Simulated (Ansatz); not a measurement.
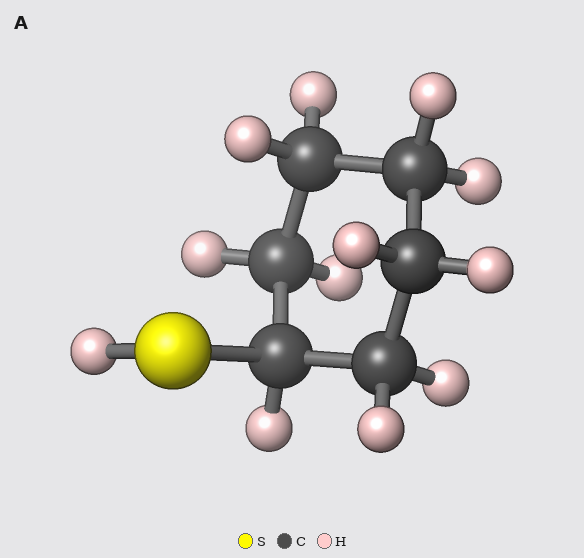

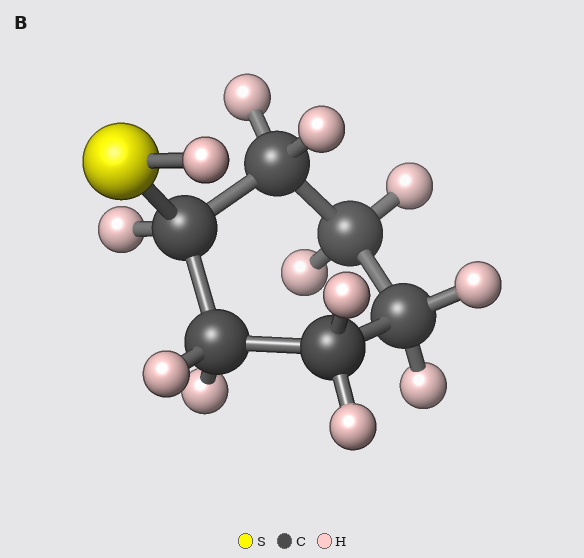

2 stationary structures of one formula. Geometries: PBE0-D4/def2-TZVP. Electronic energies: ωB97M-V/def2-TZVPP (Ansatz 0.2.0), without zero-point energy. No frequency run is at hand to confirm each as a minimum.

### Are they conformers, stereoisomers or constitutional isomers?

They are conformers of C6H12S: `SC1CCCCC1`.

### Which structure is the most stable?

A is lowest; B lies 0.227 eV above it.
